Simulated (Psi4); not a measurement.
# C2F3N (SMILES N#CC(F)(F)F) at TPSS/cc-pVDZ

What is the energy change on altering one bond length of C2F3N at TPSS/cc-pVDZ? 

The calculation is run with Psi4 1.11.

3 further runs of the same task are left out: 3 that didn't finish.

## (1) The system as given

C2F3N has 6 atoms, charge 0, and is taken as a singlet. SMILES: `N#CC(F)(F)F`. The shape is that of a PBE0-D4/def2-TZVP optimisation.

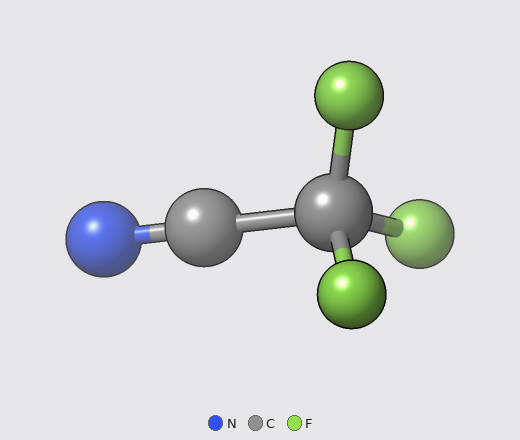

Viewed from a chosen angle; nitrogen blue, carbon grey, fluorine green.

## (2) A single-point energy at TPSS/cc-pVDZ

Contents of job.inp:

```
memory 1600 MB

molecule {
  0 1
  N      1.022100    -1.705100     0.893500
  C      0.486200    -0.810600     0.417800
  C     -0.206400     0.345600    -0.197200
  F     -1.316000    -0.055800    -0.802300
  F      0.581500     0.927000    -1.091500
  F     -0.525200     1.234800     0.733600
  units angstrom
  symmetry c1
}

set {
  basis                cc-pVDZ
  puream               true
  e_convergence        1e-09
  d_convergence        1e-08
  scf_type             pk
  dft_radial_points    99
  dft_spherical_points 590
}

energy_value, wavefunction = energy('tpss', return_wfn=True)
print_variables()
```

Launch:

```console
$ psi4 job.inp job.out -n 1
```

job.out (excerpt; [...] marks lines left out):

```text
[...]
  Running in c1 symmetry.
[...]
  Nuclear repulsion =  232.270648827243065
[...]
  Multiplicity = 1
[...]
  Nalpha       = 23
  Nbeta        = 23
[...]
    Number of basis functions: 84
[...]
   @RKS iter   1:  -430.35581505003455   -1.36089e-01   7.42868e-03 DIIS/ADIIS
[...]
   @RKS iter  12:  -430.52476591234478   -2.89901e-12   4.74313e-09 DIIS
[...]
    Orbital Energies [Eh]
    ---------------------
    Doubly Occupied:
       1A    -24.492437     2A    -24.492418     3A    -24.492401
       4A    -14.159934     5A    -10.296182     6A    -10.071349
       7A     -1.280808     8A     -1.190601     9A     -1.190578
      10A     -0.887858    11A     -0.725759    12A     -0.612181
      13A     -0.575236    14A     -0.575229    15A     -0.440998
      16A     -0.440990    17A     -0.408573    18A     -0.408565
      19A     -0.408417    20A     -0.379854    21A     -0.350144
      22A     -0.344775    23A     -0.344773
[...]
  @RKS Final Energy:  -430.52476591234478
   => Energetics <=
    Nuclear Repulsion Energy =            232.2706488272430647
    One-Electron Energy =               -1054.7994146843705039
    Two-Electron Energy =                 441.1915250255065075
    DFT Exchange-Correlation Energy =     -49.1875250807238942
    Empirical Dispersion Energy =           0.0000000000000000
    VV10 Nonlocal Energy =                  0.0000000000000000
    Total Energy =                       -430.5247659123447761
[...]
 Multipole Moments:
 ------------------------------------------------------------------------------------
     Multipole            Electronic (a.u.)      Nuclear  (a.u.)        Total (a.u.)
 ------------------------------------------------------------------------------------
 L = 1.  Multiply by 2.5417464519 to convert [e a0] to [Debye]
 Dipole X            :         -1.2579849            0.9986296           -0.2593553
 Dipole Y            :          2.0998575           -1.6670183            0.4328392
 Dipole Z            :         -1.1169583            0.8866248           -0.2303335
 Magnitude           :                                                    0.5546787
[...]
```

Run time: 30 s. Hardware: 1 thread of Intel Xeon Platinum 8488C (Sapphire Rapids), shared host; peak memory 0.91 GiB.

## (3) The distorted shape: energy and gradient at TPSS/cc-pVDZ

Contents of run_ase.py:

```python
import numpy as np
from ase.calculators.psi4 import Psi4
from ase import Atoms

atoms = Atoms(['N', 'C', 'C', 'F', 'F', 'F'], positions=[
    [0.391786, -2.170216, 1.608934],
    [-0.144114, -1.275716, 1.133234],
    [-0.836714, -0.119516, 0.518234],
    [-1.946314, -0.520916, -0.086866],
    [0.581500, 0.927000, -1.091500],
    [-1.155514, 0.769684, 1.449034],
])
calc = Psi4(atoms=atoms, method='tpss', basis='cc-pVDZ', memory='1600MB', num_threads=1, charge=0, multiplicity=1, label='calc', reference='rks')
calc.psi4.set_options({'puream': True, 'e_convergence': 1e-09, 'd_convergence': 1e-08, 'scf_type': 'pk', 'dft_radial_points': 99, 'dft_spherical_points': 590})
atoms.calc = calc

forces = atoms.get_forces()
print(f'energy: {atoms.get_potential_energy():.6f} eV')
print('forces / eV A^-1')
print(np.round(forces, 5))
```

Launch:

```console
$ python run_ase.py
```

calc.dat (excerpt; [...] marks lines left out):

```text
[...]
  Running in c1 symmetry.
[...]
  Nuclear repulsion =  205.327189441343876
[...]
  Multiplicity = 1
[...]
  Nalpha       = 23
  Nbeta        = 23
[...]
    Number of basis functions: 84
[...]
   @RKS iter   1:  -430.03494843017995   -2.97663e-01   9.81431e-03 ADIIS/DIIS
[...]
   @RKS iter  16:  -430.37903249341230   -4.83169e-12   4.70617e-09 DIIS
[...]
  @RKS Final Energy:  -430.37903249341230
   => Energetics <=
    Nuclear Repulsion Energy =            205.3271894413438758
    One-Electron Energy =               -1001.0919040335768386
    Two-Electron Energy =                 414.3424344383118409
    DFT Exchange-Correlation Energy =     -48.9567523394911674
    Empirical Dispersion Energy =           0.0000000000000000
    VV10 Nonlocal Energy =                  0.0000000000000000
    Total Energy =                       -430.3790324934122964
[...]
 Multipole Moments:
 ------------------------------------------------------------------------------------
     Multipole            Electronic (a.u.)      Nuclear  (a.u.)        Total (a.u.)
 ------------------------------------------------------------------------------------
 L = 1.  Multiply by 2.5417464519 to convert [e a0] to [Debye]
 Dipole X            :         -1.7164615            0.7611285           -0.9553330
 Dipole Y            :          1.6205165           -1.8422732           -0.2217567
 Dipole Z            :         -0.4780667            1.1561990            0.6781323
 Magnitude           :                                                    1.1923509
[...]
  -Total Gradient:
     Atom            X                  Y                   Z
    ------   -----------------  -----------------  -----------------
       1       -0.027556528617     0.047846548718    -0.026017610738
       2        0.018653408007    -0.067030194496     0.046726124139
       3        0.000776607547     0.013232184912    -0.011577303829
       4       -0.013424871905    -0.010299855029     0.015788786586
       5        0.035091160951     0.026721469661    -0.040526053545
       6       -0.013550659427    -0.010455805723     0.015599631474
[...]
```

On the terminal:

```text
energy: -11711.209990 eV
forces / eV A^-1
[[ 1.41701 -2.46037  1.33788]
 [-0.9592   3.44683 -2.40275]
 [-0.03993 -0.68043  0.59533]
 [ 0.69033  0.52964 -0.81189]
 [-1.80446 -1.37407  2.08393]
 [ 0.6968   0.53766 -0.80217]]
```

It took 43 s on 1 thread of Intel Xeon Platinum 8488C (Sapphire Rapids), shared host; peak memory 0.87 GiB.

## (4) Summary of results

Level: TPSS/cc-pVDZ.

| quantity | value |
| --- | --- |
| first shape: total energy | -430.52477 Eh |
| first shape: dipole moment | 1.41 D |
| first shape: HOMO energy | -9.38 eV |
| first shape: LUMO energy | -1.36 eV |
| first shape: HOMO–LUMO gap | 8.02 eV |
| distorted shape: total energy | -430.37903 Eh |
| distorted shape: dipole moment | 3.03 D |
| distorted shape: HOMO energy | -7.26 eV |
| distorted shape: LUMO energy | -6.13 eV |
| distorted shape: HOMO–LUMO gap | 1.13 eV |
| distorted shape: largest force on an atom | 4.310 eV/Å |
| energy change with the C3–F5 bond stretched from 1.326 to 2.387 Å | 3.966 eV |

What this shows: One bond (distorted shape) is far stretched, which a spin-restricted single reference describes badly; a broken-symmetry solution may lie lower. With the C3–F5 bond stretched from 1.326 to 2.387 Å the energy rises by 3.97 eV (383 kJ/mol). The first shape isn't relaxed at this level, so the change isn't measured from a minimum. A restricted reference can't describe the breaking bond well at this length.
